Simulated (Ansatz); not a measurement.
# Pt wire along [110], 19 atoms a period: bands along the axis, part 2 of 2

Aim: is the Pt wire along [110], 19 atoms a period a metal or a semiconductor?

Ansatz 0.2.0; DFT PBE, plane waves, PAW; relaxation of a wire's period; PAW set soft_1 (the session's first sound run).

So far: The starting structure; Relaxing the period.

**2. Relaxing the period (continued)**

Step by step:

| step | energy less that of the first step (eV) | largest force component (eV/Å) | pressure (GPa) | volume (Å³) |
| --- | --- | --- | --- | --- |
| 1 | 0.0000 | 1.0798 | -4.22 | 746.01 |
| 2 | -0.8576 | 0.5639 | 3.06 | 709.55 |
| 3 | -1.1378 | 0.2219 | -0.38 | 718.30 |
| 4 | -1.1578 | 0.0717 | -0.09 | 716.32 |
| 5 | -1.1573 | 0.1402 | 0.08 | 716.20 |
| 6 | -1.1636 | 0.0459 | -0.03 | 716.30 |
| 7 | -1.1653 | 0.0191 | -0.02 | 716.21 |
| 8* | -1.1580 | 0.0192 | -0.01 | 716.21 |

Relaxation steps marked * repeat the geometry before them on a plane-wave basis chosen anew for their cell, so energy and pressure can jump there. Relaxation step 5 was tried and not accepted.

The run keeps the 8 symmetry operations that it works with, so distortions that break them were not tested.

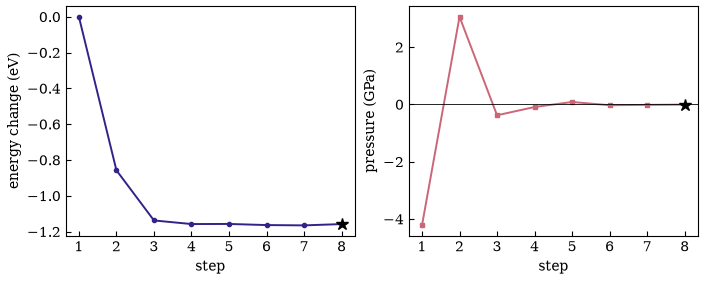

Energy and pressure along the relaxation. Stars mark steps on a basis chosen anew.

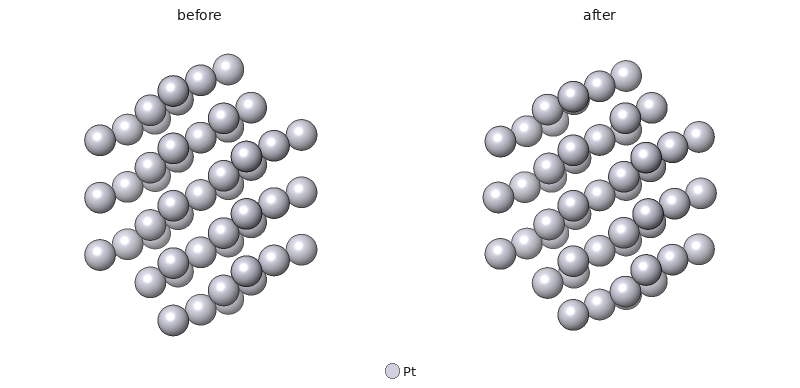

Before and after, at one scale.

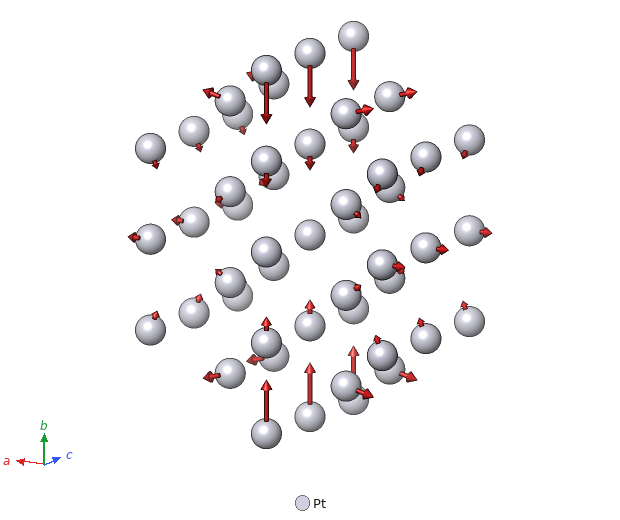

Displacements in the relaxation, exaggerated, measured against the changing cell; the longest in the cell stands for 0.28 Å. 1×1×2 cells are drawn. Some periodic images of atoms are drawn too.

| cell as run | before | after | change |
| --- | --- | --- | --- |
| c (Å) | 2.807 | 2.695 | -4.0 % |

The atoms that moved most (Å, along periodic axes as changes of fractional coordinates times the final cell, across vacuum about the mean position):

| atom | dx | dy | dz | length |
| --- | --- | --- | --- | --- |
| Pt18 | 0.000 | 0.275 | 0.000 | 0.275 |
| Pt5 | 0.000 | -0.275 | 0.000 | 0.275 |
| Pt11 | -0.126 | 0.033 | 0.000 | 0.130 |
| Pt15 | 0.126 | 0.033 | 0.000 | 0.130 |
| Pt8 | -0.126 | -0.033 | 0.000 | 0.130 |
| Pt12 | 0.126 | -0.033 | 0.000 | 0.130 |
| Pt3 | 0.000 | -0.093 | 0.000 | 0.093 |
| Pt17 | 0.000 | 0.093 | 0.000 | 0.093 |

This step gave:

* energy at zero smearing: -237958.2071 eV
* cell length along the wire: 2.695 Å

The cell's length comes to 2.695 Å with spin left out.

**3. Bands of the perfect wire**

This step: DFT PBE, plane waves, PAW; bands of a perfect wire; PAW set soft_1 (Ansatz 0.2.0).

At the relaxed period the bands are computed along the axis; those that cross an energy going forward count the channels that a perfect wire would open there.

input.yaml

```yaml
crystal:
  lattice:
    - [14.74, 0.0, 0.0]
    - [0.0, 18.029, 0.0]
    - [0.0, 0.0, 2.6950714131]
  atoms:
    - { symbol: Pt, position: [0.232118775, 0.652509696, 0.0] }
    - { symbol: Pt, position: [0.224696228, 0.5, 0.0] }
    - { symbol: Pt, position: [0.5, 0.650519726, 0.0] }
    - { symbol: Pt, position: [0.5, 0.5, 0.0] }
    - { symbol: Pt, position: [0.5, 0.796143101, 0.0] }
    - { symbol: Pt, position: [0.767881225, 0.652509696, 0.0] }
    - { symbol: Pt, position: [0.775303772, 0.5, 0.0] }
    - { symbol: Pt, position: [0.356803189, 0.264589947, 0.5] }
    - { symbol: Pt, position: [0.362293881, 0.423934053, 0.5] }
    - { symbol: Pt, position: [0.362293881, 0.576065947, 0.5] }
    - { symbol: Pt, position: [0.356803189, 0.735410053, 0.5] }
    - { symbol: Pt, position: [0.643196811, 0.264589947, 0.5] }
    - { symbol: Pt, position: [0.637706119, 0.423934053, 0.5] }
    - { symbol: Pt, position: [0.637706119, 0.576065947, 0.5] }
    - { symbol: Pt, position: [0.643196811, 0.735410053, 0.5] }
    - { symbol: Pt, position: [0.232118775, 0.347490304, 0.0] }
    - { symbol: Pt, position: [0.5, 0.349480274, 0.0] }
    - { symbol: Pt, position: [0.5, 0.203856899, 0.0] }
    - { symbol: Pt, position: [0.767881225, 0.347490304, 0.0] }
kpoints:
  mp_grid: { grid: [1, 1, 30] }
  band_path: { path: ["Γ", Z], npoints: 90 }
scf:
  occupations: { method: fermi_dirac, width: 0.05 }
hamiltonian:
  xc: pbe
  pseudopotentials: { kind: paw, azcp: { folder: soft_1 } }
output:
  dos: { e_range: [-5, 4] }
  write_potential: true
  write_density: true
  volumetric_format: npy
```

The run is started by

```bash
> ansatz run input.yaml --threads 4 --pin off --max-ram 16384MiB --backend cpu --events-out ev --progress --plain --runs-dir out
```

Numbers of over 12 decimals in the logs are rounded to 6 here.

What it wrote:

```text
[...]
Crystal: 19 atoms, lattice volume = 716.208 Å³
Basis set: ecut = 420 eV, 14049 PW (Γ)
Bands: 206, of which v1, the nominal top of the filled ones, is band 171 counted from 1 (170 counted from 0)
Symmetry: 8 space group operations
[...]
k-points: 16 of 30
[...]
SCF iter   1: F=—  HF=-237964.607107 eV  |F-HF|=—  |Δ(HF+E_count)|=         —  Δρ=5.68e-2  dr2=3.15e1  ethr=3.10e-3  ⟨swp⟩=6.9  Hψ=12448  notcnv=0  defer=185
[...]
SCF iter  13: F=-237958.341782 eV  HF=-237958.341782 eV  |F-HF|=8.02e-8  |Δ(HF+E_count)|=   3.81e-9  Δρ=2.14e-6  dr2=9.94e-8  ethr=2.92e-11  ⟨swp⟩=14.3  Hψ=12402  notcnv=0
SCF 1 converged in 13 iterations: F = -237958.341782 eV  dr2 = 9.94e-8
[...]
NSCF: frozen V_eff on 91 k-points
WARN: The output density's exchange-correlation potential varies sharply where the density is thin. Do not read a vacuum level from v_tot or v_xc, or from such a field of the output density. On a cell that repeats whose density bears no net charge and no dipole along the vacuum's axis use v_es (v_loc + v_h of the components); under efield.dipole_correction with no amplitude use v_es + v_field, which holds any externa [...]
SCF converged after 13 iterations
Free energy (F): -237958.341782 eV
[...]
Internal energy: -237958.058691 eV  (E = F + TS)
E sigma→0 (E₀):  -237958.200237 eV
Entropy (-TS):   -0.283091 eV (-14.900 meV/atom)
Fermi energy:    5.978296 eV
[...]
--- Band table (eV; the first three rows and the last of 16) ---
  k-point 0: bands = [... 167 lower, 5.6214, 5.6769, 5.8115, 5.8752, 5.9092, 5.9394, 5.9837, 6.0089, ... 31 higher]
  k-point 1: bands = [... 167 lower, 5.6182, 5.6618, 5.8354, 5.8591, 5.8963, 5.9609, 5.9828, 5.9877, ... 31 higher]
  k-point 2: bands = [... 167 lower, 5.5861, 5.7663, 5.7895, 5.8137, 5.8593, 5.8971, 5.9026, 5.9288, ... 31 higher]
  k-point 15: bands = [... 167 lower, 6.5103, 6.6664, 6.7271, 6.7695, 7.2618, 7.9190, 8.3992, 8.5115, ... 31 higher]
```

Run time: 5.9 min. Hardware: 4 threads of Arm Neoverse V1, shared host; peak memory 6.7 GiB; 23 min of CPU time.

This step gave:

| Property | Result |
| --- | --- |
| energy at zero smearing | -237958.2002 eV |
| band gap | 0 eV |

The electronic bands at the labelled points (eV, zero at the Fermi level; # counts the bands kept):

| point | #57 | #58 | #59 | #60 | #61 | #62 | #63 | #64 |
| --- | --- | --- | --- | --- | --- | --- | --- | --- |
| Γ | -0.17 | -0.10 | -0.07 | -0.04 | 0.01 | 0.03 | 0.06 | 0.12 |
| Z | 0.75 | 0.79 | 1.28 | 1.94 | 2.42 | 2.53 | 2.54 | 2.74 |

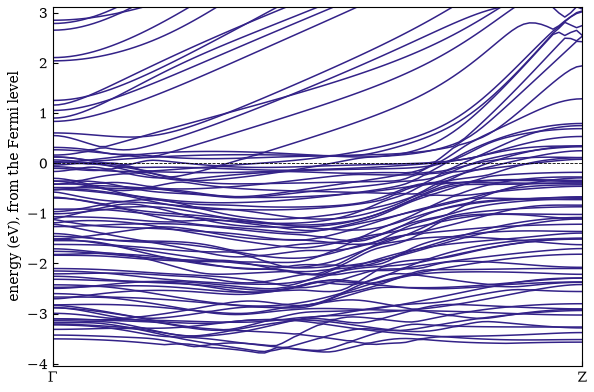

Electronic bands along the path.

Between Γ and Z the bands cross the Fermi level 23 times, so a perfect wire would conduct at least 23 G₀, with spin left out.

**4. Results**

| Property | Result |
| --- | --- |
| cell length, PBE | 2.695 Å |
| ballistic conductance by band crossings, a lower bound, PBE | 23 G₀ |

**Reading.** Under PBE the cell's length is 2.70 Å, and the bands cross the Fermi level 23 times between Γ and Z, which gives a perfect wire at least 23 G₀ (opposite crossings within one step of the path cancel in such a count). No spin was allowed, though thin wires with open d shells can turn magnetic. Spin-orbit coupling is left out, which matters for the bands of heavy atoms.

[Logs are printed without paths, hosts, clocks, repeated set-up lines and the standing remarks that a program may print on its own settings, such as how far it seeks lower states.]

[Hosts, paths, dates, database ids (printed as entryN), source tags and the programs' standing remarks are cut or masked in the printed files.]
